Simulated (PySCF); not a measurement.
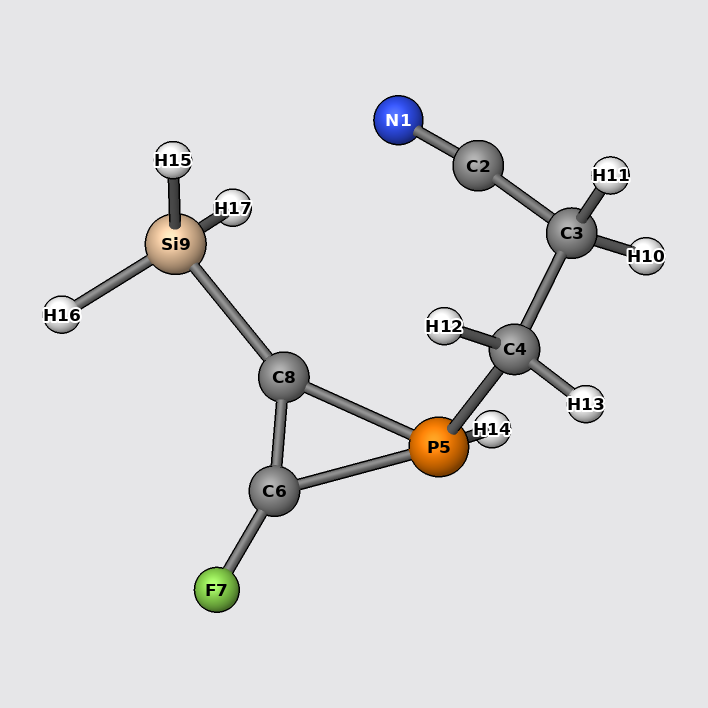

The questions are on isotropic NMR shieldings of the C atoms. State: charge +1, singlet. Computed geometry: GFN2-xTB optimisation. No frequency run is at hand to confirm it as a minimum. Properties computed with GIAO PBE0/pcSseg-1 NMR shielding, non-relativistic, gas phase (PySCF 2.14.0).

Give the isotropic NMR shieldings of the C atoms atom by atom.

```csv
atom,σ (ppm)
C2,61.7
C3,170.4
C4,155.8
C6,31.0
C8,97.3
```

The geometry is semi-empirical. Around P, Si such bond lengths and angles can be off by a tenth of an ångström or more and by several degrees, and values that hang on the shape move with them.
